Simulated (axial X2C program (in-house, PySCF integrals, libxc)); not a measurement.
Relativistic diatomic calculation, with input and output: SnF

- system: SnF. The reference is closed-shell SnF⁺; the roots are the vertical energy changes on adding an electron to it, which gives states of SnF. The distance is the PBE0 minimum at charge 0.
- method: EOM-EA-CCSD, two-component X2C with atomic mean-field Coulomb and Gaunt terms, Sn dyall-acv3z, F dyall-av3z (cores contracted) (axial X2C program (in-house, PySCF integrals, libxc))

**Key numbers**

```
                                                                                                          quantity                                                                 value
                                                                                                           outcome                                                             converged
                                                                                   HF energy of the reference SnF⁺                                                   −6270.58792 hartree
                                                                                  MP2 energy of the reference SnF⁺                                                   −6270.92086 hartree
CCSD energy of the reference SnF⁺ (with the MP2 share of the virtual spinors left out of the coupled-cluster step)                                                   −6270.92449 hartree
                                                                              CCSD(T) energy of the reference SnF⁺                                                   −6270.93483 hartree
                                          T1 diagnostic (spinor form; for a closed shell √2 times the usual value)                                                                 0.033
                                                                                                          hardware  1 thread of Arm Neoverse V1, 24 GiB of memory available, shared host
                                                                                                         wall time                                                                 9.5 s
                                                                                                       peak memory                                                              0.75 GiB
```

**Input file**
```
{"zs": [50, 9], "q": 0, "bas": ["dyall-acv3z", "dyall-av3z"], "r0": 2.04, "eom": "ea", "thr": -1.0, "nmax": 92, "grid": [1, 0.96, 1.045, 0.92, 1.09, 1.15]}
```

The line is the task of a batch: nuclear charges, charge, bases, a first guess of the distance and further settings. This report covers the levels named above. The log is that of the reference distance 1.955 Å.

Launched within a batch (the task file carries these settings):
```bash
python <driver script> task.json out
```

**Output**
```
two-component X2C + atomic mean field  HF
basis functions 199  fitting functions 1002  grid points 5079
iter        total energy     max residual
   1      -6270.556937166     1.86e-01
   2      -6270.586380383     7.62e-03
   3      -6270.587474420     4.46e-03
   4      -6270.587865224     1.60e-03
   5      -6270.587918601     3.41e-04
   6      -6270.587923853     1.36e-04
   7      -6270.587924495     5.38e-05
   8      -6270.587924650     2.27e-05
   9      -6270.587924668     3.39e-06
  10      -6270.587924668     6.70e-07
converged
one-electron -8849.15448106  Coulomb 2634.11847669  exact exchange -173.83133951  xc functional 0.00000000  nuclear repulsion 121.80549612  atomic mean-field constant -3.52607691
correlated 10  virtual 290  natural virtual 92  E(MP2) -0.332938400  MP2 remainder -0.041406954
iter   CCSD correlation   residual
   1     -0.281953677   1.52e-01
   2     -0.291353142   8.35e-02
   3     -0.295169383   2.89e-02
   4     -0.295151518   1.00e-02
   5     -0.295109766   3.56e-03
   6     -0.295149130   1.79e-03
   7     -0.295159835   6.72e-04
   8     -0.295155204   2.19e-04
   9     -0.295162190   8.37e-05
  10     -0.295160305   3.39e-05
  11     -0.295160980   1.73e-05
  12     -0.295161009   6.41e-06
  13     -0.295160939   2.68e-06
  14     -0.295160915   1.32e-06
  15     -0.295160909   6.30e-07
(T) -0.010334199148297795  T1 0.0331  D1 0.0485  max T2 0.081
EOM-EA-CCSD roots
2*Omega      energy/Eh   energy/eV  one-particle weight
    1      -0.26126541     -7.1094      0.965
    1      -0.16700974     -4.5446      0.965
    1      -0.10956825     -2.9815      0.988
    1      -0.08976558     -2.4426      0.001
    1      -0.07475878     -2.0343      0.991
    3      -0.25179848     -6.8518      0.966
    3      -0.08914267     -2.4257      0.000
    3      -0.07333752     -1.9956      0.992
    3      -0.06747201     -1.8360      0.848
    5      -0.06708139     -1.8254      0.852
    5      -0.00156993     -0.0427      0.187
    7       0.13150928      3.5785      0.000
```

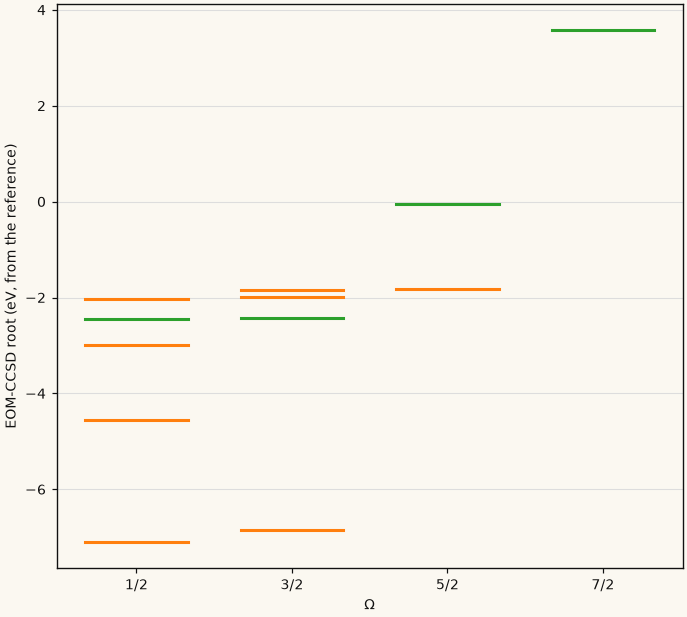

EOM-CCSD roots by Ω at 1.96 Å; roots whose one-particle weight is under 0.8 have the second colour. The lowest has Ω = 1/2 and lies at −7.109 eV, with one-particle weight 0.97. 4 of the 12 roots are less well described at this level.
